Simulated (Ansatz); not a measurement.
A series of calculations on C4H10BN

**1. Relaxation**

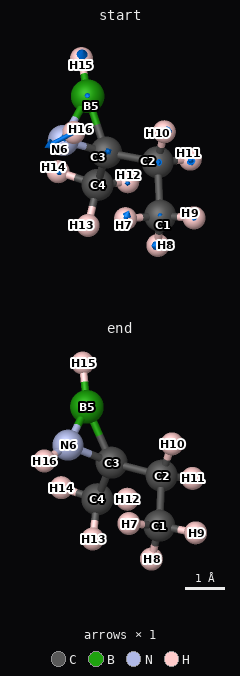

The structure of C$_{4}$H$_{10}$BN before (top) and after (bottom) a relaxation, at one scale. The blue arrows give the displacements, at their true length.

The picture is a ball-and-stick view, seen from a free direction.

The run prepares an end point of a later path (torsion) calculation, from a guessed geometry.

The calculation used RKS B3LYP-D4/6-31G (Ansatz). (no spin polarisation; force threshold 0.015 eV/Å; at most 40 steps)

### Describe what moved and what it gained.

The energy falls by 171.4 kJ/mol in 10 geometry steps. The largest force component goes from 5.3 to 0.006 eV/Å. The atom that moves furthest after the best rigid fit is H16 (0.91 Å). Largest moves by element: H 0.91 Å, N 0.25 Å, C 0.18 Å, B 0.10 Å. Near-neighbour distances that change, for instance: B5–N6 1.558 → 1.361 Å, C3–N6 1.402 → 1.516 Å, C4–H14 1.175 → 1.095 Å, C3–B5 1.545 → 1.594 Å. Bond angles that change, for instance: B5–N6–H16 104.5° → 155.8°, C3–N6–H16 111.4° → 137.2°, B5–C3–N6 63.6° → 51.8°. The run took 51 s on 1 thread of Arm Neoverse V2 (shared host), peak memory 0.18 GiB.

**2. Relaxation**

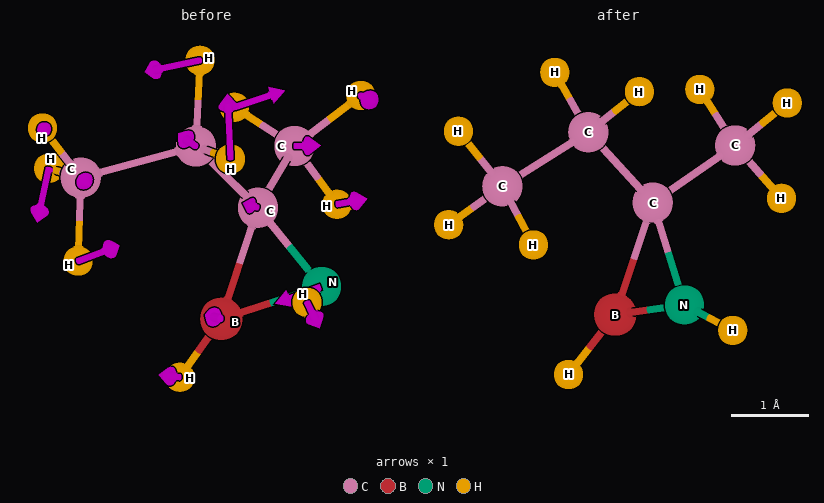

The structure of C$_{4}$H$_{10}$BN before (left) and after (right) a relaxation, at one scale. The purple arrows give the displacements, at their true length.

The picture is a ball-and-stick view, seen from a free direction.

The run prepares an end point of a later path (torsion) calculation, from a guessed geometry.

Level of theory: RKS B3LYP-D4/6-31G (Ansatz 0.2.0). Settings: no spin polarisation; force threshold 0.015 eV/Å; at most 40 steps.

What changed between the two?

Answer. Over 15 accepted moves (16 points after the start) the energy falls by 1.890 eV. Largest force component: 4.3 eV/Å at the start, 0.012 eV/Å at the end. The line search rejected the trial step at point 13 of the run. The atom that moves furthest after the best rigid fit is an H atom (1.13 Å). Largest moves by element: H 1.13 Å, N 0.69 Å, C 0.49 Å, B 0.43 Å. Among the contacts that change: B–N 1.558 → 1.362 Å, C–N 1.402 → 1.512 Å, C–H 1.175 → 1.095 Å, B–C 1.545 → 1.596 Å. Among the angles between lasting bonds that change: B–N–H 104.5° → 155.4°, C–N–H 111.4° → 137.3°, B–C–N 63.6° → 51.9°. Groups turn about C–C by about 60°. The run took 75 s on 1 thread of Arm Neoverse V2, with other jobs on the host, peak memory 0.18 GiB.

**3. Path**

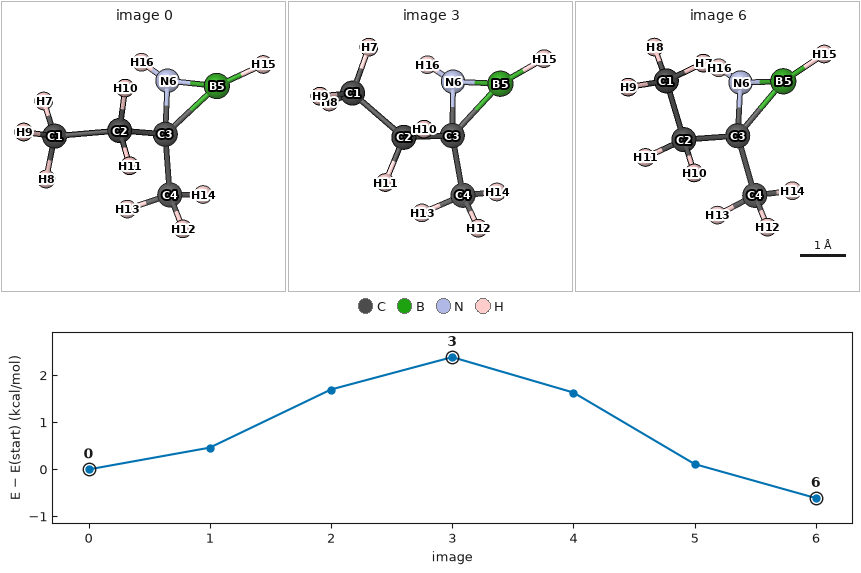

A nudged-elastic-band calculation for C$_{4}$H$_{10}$BN. Images are numbered from 0 (start) to 6 (end). Style: ball-and-stick. Shown at a tilt.

These are results of Ansatz, RKS B3LYP-D4/6-31G, not measurements. Run with 5 movable images; climbing image; force threshold 0.05 eV/Å; iteration limit 43; starting path by image-dependent pair potential.

What happens along the path, and what is the barrier?

The motion is a rotation about the C2–C3 bond by about 115°. No bond forms or breaks between the ends. Forward barrier 2.39 kcal/mol, backward barrier 3.00 kcal/mol, with image 3 at the top; the reaction energy is −0.61 kcal/mol. The band converged in 7 iterations, with a climbing image at the top. At the top, the vibrational analysis gives one imaginary mode (98i cm⁻¹), as a transition state must have.

Cost: 2.7 min on 1 thread of Arm Neoverse V2 (shared host), peak memory 0.19 GiB.
